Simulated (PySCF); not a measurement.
# TcH₄: relaxation and vibrations of the quartet

The task is one start of a wider search on TcH₄: the quartet, from a PBE0 minimum start. It is relaxed, tested by its Hessian and followed downhill if it is a saddle.

Computed with PySCF 2.14.0. Level: PBE0, basis Tc def2-TZVP with ECP28, H def2-TZVP, scalar-relativistic core potentials, no spin–orbit coupling, density fitting.

### Step 1. Where the work starts

5 atoms, charge 0, spin multiplicity 4.

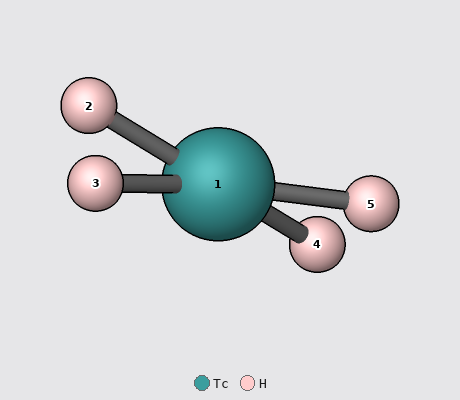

Start geometry, drawn with technetium teal, hydrogen pink; atoms are numbered from 1 in the order of the file.

```xyz
5
charge 0 multiplicity 4
Tc    0.0000    0.0000    0.0000
H     1.4083    0.9309   -0.3379
H     0.9309    1.4083    0.3379
H    -1.4085   -0.9307   -0.3376
H    -0.9307   -1.4085    0.3376
```

### Step 2. The SCF at the typed geometry

The steps below are one call of a driver around PySCF. For each, scf.py gives the equivalent set-up of the SCF; relaxations use the driver's own optimiser. After this first run the driver tries any further starts and a stability analysis.

scf.py

```python
from pyscf import gto, scf, dft
mol = gto.M(atom='''
Tc    -0.000000     0.000000    -0.000000
H      1.408278     0.930910    -0.337871
H      0.930908     1.408279     0.337871
H     -1.408504    -0.930684    -0.337551
H     -0.930682    -1.408505     0.337551''',
    basis={'Tc': 'def2-TZVP', 'H': 'def2-TZVP'},
    ecp={'Tc': 'def2-TZVP'},
    charge=0, spin=3)
mf = dft.UKS(mol, xc='PBE0')
mf.grids.atom_grid = (50, 194)
aux = {'Tc': 'def2-universal-JKFIT', 'H': 'def2-universal-JKFIT'}
mf = mf.density_fit(auxbasis=aux)
mf.conv_tol = 1e-08
mf.diis_space = 10
mf.max_cycle = 60
mf.init_guess = 'minao'
mf.verbose = 4
mf.kernel()
```

Command:

```sh
$ OMP_NUM_THREADS=2 python axn.py task.json out
```

Standard output:

```text
init E= -75.7528249743096
[... the frontier-level lines of each cycle are left out ...]
cycle= 1 E= -82.851633320784  delta_E= -7.1  |g|= 0.687  |ddm|=  2.7
cycle= 2 E= -81.8491145833889  delta_E=    1  |g|= 1.51  |ddm|= 2.92
cycle= 3 E= -83.0828969529491  delta_E= -1.23  |g|= 0.0655  |ddm|= 2.54
cycle= 4 E= -83.0859782478008  delta_E= -0.00308  |g|= 0.0225  |ddm|= 0.113
cycle= 5 E= -83.0863188266862  delta_E= -0.000341  |g|= 0.00492  |ddm|= 0.0283
cycle= 6 E= -83.086370618094  delta_E= -5.18e-05  |g|= 0.00149  |ddm|= 0.0163
cycle= 7 E= -83.086382406466  delta_E= -1.18e-05  |g|= 0.00038  |ddm|= 0.0105
cycle= 8 E= -83.0863831455575  delta_E= -7.39e-07  |g|= 4.3e-05  |ddm|= 0.00302
cycle= 9 E= -83.0863831503927  delta_E= -4.84e-09  |g|= 1.99e-05  |ddm|= 0.000197
Extra cycle  E= -83.086383149952  delta_E= 4.41e-10  |g|= 3.89e-05  |ddm|= 6.41e-05
converged SCF energy = -83.086383149952  <S^2> = 3.7757385  2S+1 = 4.0128486
```

This step, with its further starts and checks, needed 13 s of wall time on 2 threads of AMD EPYC 7R43 (Zen 3), shared host.

Energies from each starting density:

```
                      start  energy (Eh)
    the minimal-basis guess   -83.086383
a thermally smeared density   -83.086383
      a smeared PBE density   -83.086383
```

No lower solution of this spin turned up from the other starts or in the test of internal stability.

### Step 3. PBE0 minimum start, quartet: relaxation

The program finds D2d symmetry in the start, which this walk keeps. The walk stops when the largest gradient is under 0.0003 Eh/bohr and the energy has settled too.

scf.py, as its differences from that of step 2:

```diff
@@ -18 +17,0 @@
-mf.init_guess = 'minao'
```

Energy and gradient, step by step:

| step | energy (Eh) | change (kJ/mol) | largest symmetric gradient (Eh/bohr) |
| --- | --- | --- | --- |
| 0 | -83.086383 | 0.00 | 0.00001 |

The walk took 1.8 s.

After 0 steps and 0.0 kJ/mol it ends at D2d: H–H 0.955 Å (×2), Tc–H 1.722 Å (×4); H–H–Tc 73.9° (×4), H–Tc–H 32.2° (×2), H–Tc–H 157.4° (×4).

### Step 4. Vibrations and properties at this point

On the finer grid the gradient is checked again; gradients at displacements of ±0.02 bohr then give force constants and infrared intensities.

scf.py, as its differences from that of step 3:

```diff
@@ -3 +3 @@
-Tc    -0.000000     0.000000    -0.000000
+Tc     0.000000    -0.000000     0.000000
@@ -12 +12 @@
-mf.grids.atom_grid = (50, 194)
+mf.grids.atom_grid = (75, 302)
@@ -15 +15 @@
-mf.conv_tol = 1e-08
+mf.conv_tol = 1e-10
```

The driver hands on the density of the step before, so the log starts near convergence.

SCF at the final geometry:

```text
init E= -83.0862949860514
[... the frontier-level lines of each cycle are left out ...]
cycle= 1 E= -83.0862949860501  delta_E= 1.25e-12  |g|= 2.86e-06  |ddm|= 4.53e-06
Extra cycle  E= -83.0862949860453  delta_E= 4.83e-12  |g|= 4.38e-06  |ddm|= 6.75e-06
converged SCF energy = -83.0862949860453  <S^2> = 3.7758364  2S+1 = 4.0128974
```

The whole step took 42 s.

Geometry: D2d; H–H 0.955 Å (×2), Tc–H 1.722 Å (×4); H–H–Tc 73.9° (×4), H–Tc–H 32.2° (×2), H–Tc–H 157.4° (×4).

Harmonic modes (main isotopes):

```json
{"symmetry": "e", "ω (cm⁻¹)": "552", "IR (km/mol)": "2.3"}
{"symmetry": "b2", "ω (cm⁻¹)": "825", "IR (km/mol)": "753"}
{"symmetry": "b1", "ω (cm⁻¹)": "1097", "IR (km/mol)": "0.0"}
{"symmetry": "a1", "ω (cm⁻¹)": "1164", "IR (km/mol)": "0.0"}
{"symmetry": "e", "ω (cm⁻¹)": "1872", "IR (km/mol)": "21.4"}
{"symmetry": "a1", "ω (cm⁻¹)": "2135", "IR (km/mol)": "0.0"}
{"symmetry": "b2", "ω (cm⁻¹)": "2232", "IR (km/mol)": "614"}
```

No imaginary mode, so this is a minimum.

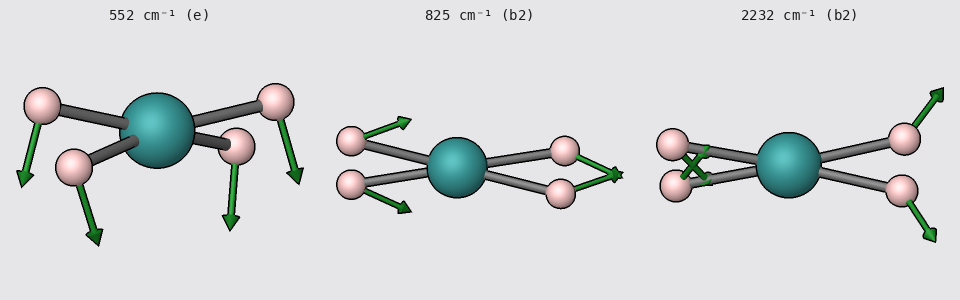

How the atoms move in 3 of the modes.

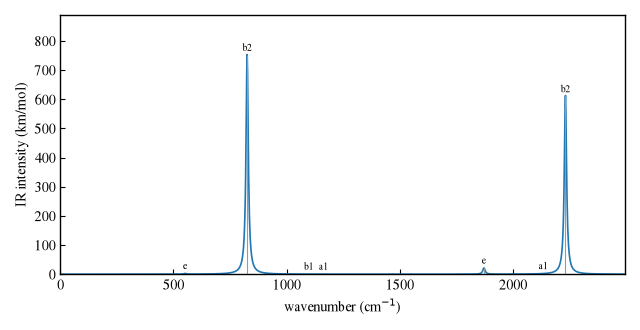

The harmonic infrared spectrum (widths in cm⁻¹). Lines are broadened to a width of 12 cm⁻¹ (Lorentzian).

Constants and moments:

| Property | Result |
| --- | --- |
| Dipole moment | 0.00 D |
| Highest occupied level | -5.81 eV |
| Lowest empty level | -1.77 eV |
| Rotational constants | 18.33, 1.467, 1.467 cm⁻¹ |
| Zero-point energy | 73.6 kJ/mol |
| Principal polarisabilities | 48.3, 48.3, 61.5 bohr³ |
| Atomisation energy without zero-point energy | 1016 kJ/mol |
| Principal traceless quadrupole moments about the centre of mass | -0.37, 0.18, 0.18 D Å |
| Entropy at 298.15 K and 1 bar (electronic part: spin only) | 240.9 J/(mol K) |
| Heat capacity Cp at 298.15 K | 47.7 J/(mol K) |
| Enthalpy at 298.15 K above 0 K | 11.22 kJ/mol |
| Rotational symmetry number | 4 |
| Spin squared ⟨S²⟩ | 3.776 |

Populations by atom (charges in e):

```
    atom  Mulliken  Löwdin  polar tensor  spin (Mulliken)  Mayer order to Tc1
     Tc1      0.00   -0.21         -0.16             3.21                   –
H2,3,4,5      0.00    0.05          0.04            -0.05                0.55
```

Mulliken populations on Tc1 (outside its core potential): s 2.65, p 6.17, d 6.18, f 0.01.

### Step 5. Summary of results

```
                                          quantity                                                                                          value
                                           minimum                                                                                   quartet, D2d
                                          geometry  H–H 0.955 Å (×2), Tc–H 1.722 Å (×4); H–H–Tc 73.9° (×4), H–Tc–H 32.2° (×2), H–Tc–H 157.4° (×4)
                                wavenumbers (cm⁻¹)                        552 (e), 825 (b2), 1097 (b1), 1164 (a1), 1872 (e), 2135 (a1), 2232 (b2)
                                     dipole moment                                                                                         0.00 D
highest occupied, lowest empty level (either spin)                                                                                -5.81, -1.77 eV
                        polar-tensor charge of Tc1                                                                                        -0.16 e
                                 zero-point energy                                                                                    73.6 kJ/mol
                               entropy at 298.15 K                                                                                240.9 J/(mol K)
         atomisation energy (no zero-point energy)                                                                                    1016 kJ/mol
                                              ⟨S²⟩                                                                                          3.776
```

In words: The PBE0 minimum start keeps its D2d symmetry and ends in a minimum. In the infrared the band at 825 cm⁻¹ (b2) leads. Most of the spin sits on Tc1 (Mulliken spin 3.21, against 3 for the whole molecule). Other starts or spin states, not run here, may lie lower. One determinant may miss the lowest occupation of an open d or f shell.

The search up to here took 57 s.
